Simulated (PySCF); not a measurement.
H5Cl2NSi2, SMILES Cl[SiH]([SiH2]N)Cl, PBE0/def2-SVP optimised geometry. Atoms within 1.6 Å of the plane z = 0.0 Å (x, y, z in Å): Si1 (-1.03, -0.29, 0.00), Cl2 (-1.63, 1.70, 0.00), Si4 (1.32, -0.29, 0.00), N5 (1.93, 0.57, 1.38), H6 (-1.80, -0.97, -1.08), H7 (1.80, -1.70, 0.05), H8 (1.80, 0.38, -1.25), H9 (1.77, 1.57, 1.41).

Computed with PBE0/def2-TZVP run with PySCF. Cells within 0.4 Å of a nucleus heavier than hydrogen are left out (blank, or x).

Map of the electrostatic potential (hartree/e), clipped to [-0.08, 0.12] on the plane z = 0.0 Å:

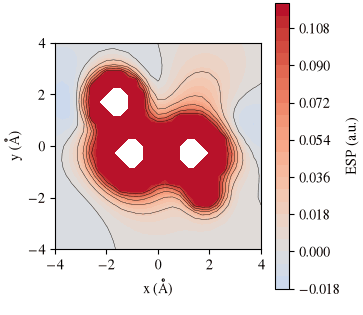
Figure. Electrostatic potential (hartree/e), clipped to [-0.08, 0.12] on the plane z = 0.0 Å.
